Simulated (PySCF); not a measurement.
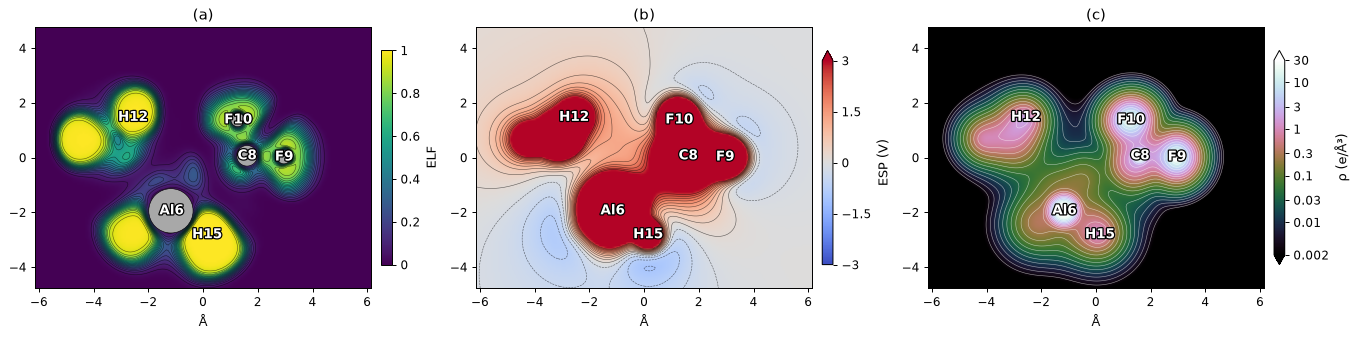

*C5H10AlF3O. (a) ELF; (b) molecular electrostatic potential; (c) electron density on the plane of atoms F9, C8 and F10. Grey discs cover the atomic cores in the ELF map.*

Geometry: GFN2-xTB.

The calculation used PySCF 2.14.0, PBE0/pcSseg-1, SCF density, gas phase, non-relativistic.

```yaml
atoms:
  - { symbol: C, position_ang: [2.0397, 0.5050, 1.7301] }
  - { symbol: C, position_ang: [1.9555, -0.2882, 0.6758] }
  - { symbol: C, position_ang: [1.1662, 0.0869, -0.5391] }
  - { symbol: F, position_ang: [1.7748, -0.3991, -1.6716] }
  - { symbol: O, position_ang: [-0.1078, -0.4925, -0.4781] }
  - { symbol: Al, position_ang: [-0.7603, -1.3540, 1.1168] }
  - { symbol: C, position_ang: [-1.0038, -0.1012, -1.5048] }
  - { symbol: C, position_ang: [-1.8484, 1.0857, -1.0426] }
  - { symbol: F, position_ang: [-2.8063, 1.3531, -1.9514] }
  - { symbol: F, position_ang: [-1.0886, 2.2048, -0.9472] }
  - { symbol: H, position_ang: [2.6082, 0.2208, 2.5977] }
  - { symbol: H, position_ang: [1.5434, 1.4608, 1.7641] }
  - { symbol: H, position_ang: [2.4634, -1.2382, 0.6111] }
  - { symbol: H, position_ang: [1.1023, 1.1777, -0.6701] }
  - { symbol: H, position_ang: [-2.1161, -1.7922, 0.4418] }
  - { symbol: H, position_ang: [0.3481, -2.4330, 1.3309] }
  - { symbol: H, position_ang: [-0.8265, -0.0861, 2.0531] }
  - { symbol: H, position_ang: [-1.6780, -0.9418, -1.6863] }
  - { symbol: H, position_ang: [-0.4606, 0.1451, -2.4234] }
  - { symbol: H, position_ang: [-2.3101, 0.8970, -0.0608] }
```

Interpret the plot.

Answer. Atoms in the plane: Al, C, F and H. C–F (1.35 Å): ρ is about 2.3 e/Å³ halfway, with its minimum of 1.8 e/Å³ about 0.5 Å from C; the ELF peaks at about 0.85 between the atoms; a shared but strongly polarised pair. Al–H (1.58 Å): ρ at the midpoint is about 0.54 e/Å³; the ELF climbs to about 1 towards the hydrogen. The ELF also peaks beside F9 and F10, away from the bonds: lone-pair regions. Outside the dense part of the molecule the potential is most negative (−1.0 V) near H15.
